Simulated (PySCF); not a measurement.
```tsv
atom	x (Å)	y (Å)	z (Å)
C	2.9274	-0.2474	-0.4609
C	1.9804	0.1536	0.1552
C	0.7782	0.5065	0.8815
N	0.0134	-0.6607	1.3028
Ge	-1.1215	-1.4302	0.1120
C	-1.6724	0.1513	-0.9390
Ge	-0.4579	1.5730	-0.2925
H	3.7825	-0.5622	-0.9819
H	1.0644	1.0928	1.7661
H	0.5544	-1.2642	1.9085
H	-2.1849	-2.0858	0.9556
H	-0.5015	-2.5096	-0.7607
H	-2.7144	0.4086	-0.7643
H	-1.5484	-0.0242	-2.0052
H	-1.1948	2.6236	0.5041
H	0.2875	2.2841	-1.3928
```

Geometry: GFN2-xTB.

All numbers below come from PBE0/def2-SVPD, SCF density, gas phase in PySCF 2.14.0.

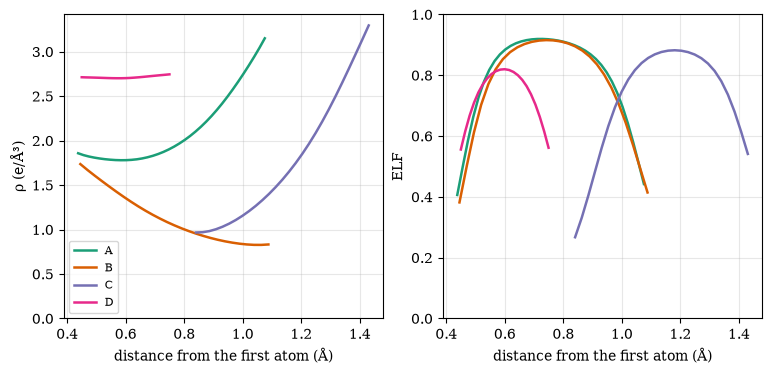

C4H9Ge2N. Total electron density and electron localisation function along straight lines between neighbouring atoms. The curves leave out the atomic cores.

**Which curve belongs to which contact (C–C, C–Ge, C–N and Ge–N)? The first atom named is at distance zero.**

Curve A: C–N (1.46 Å): the density is about 1.9 e/Å³ at the midpoint; the ELF peaks at about 0.90 between the atoms, as expected for a covalent bond. Curve B: C–Ge (1.98 Å): the density is about 0.84 e/Å³ at the midpoint; the ELF peaks at about 0.90 in the valence shell of C, 0.7 Å from its nucleus, and is about 0.70 at the midpoint. Curve C: Ge–N (1.82 Å): ρ is about 1 e/Å³ halfway; the ELF peaks at about 0.90 in the valence shell of N, 0.6 Å from its nucleus, and is about 0.50 at the midpoint. Curve D: C–C (1.20 Å): ρ is about 2.7 e/Å³ halfway; the ELF peaks at about 0.80 between the atoms; a short, multiple covalent bond.
